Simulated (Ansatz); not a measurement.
# Profile along the O–Sr line in SrO (rock salt)

SrO (rock salt)

```
SrO
1.0
    0.00000     2.57997     2.57997
    2.57997     0.00000     2.57997
    2.57997     2.57997     0.00000
O Sr
1 1
Direct
  0.00000   0.00000   0.00000
  0.50000   0.50000   0.50000
```

Fields along a shortest O–Sr line of a {110} plane (2.58 Å), from O to Sr, interpolated on the slice's grid (step about 0.2 Å). These are r2SCAN (plane waves to 500 eV, PAW, scalar-relativistic; Ansatz, an electronic-structure program) values and carry that method's errors. k mesh 11×11×11. These are valence fields of a PAW run, semicore shells included where kept as valence: close to a nucleus they are smooth pseudo fields. SrO was relaxed with its symmetry unable to fall.

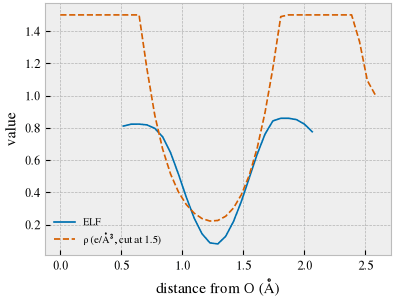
Figure. ELF (away from the nuclei) and valence density from O to Sr.

Density on the O–Sr line (2.58 Å) at its density minimum, 1.2 Å from O: 0.22 e/Å³. ELF at that point: 0.1. Character of the O–Sr contact (rough rule: ELF there above 0.7 covalent, below 0.2 ionic, polar between): closed-shell (ionic).
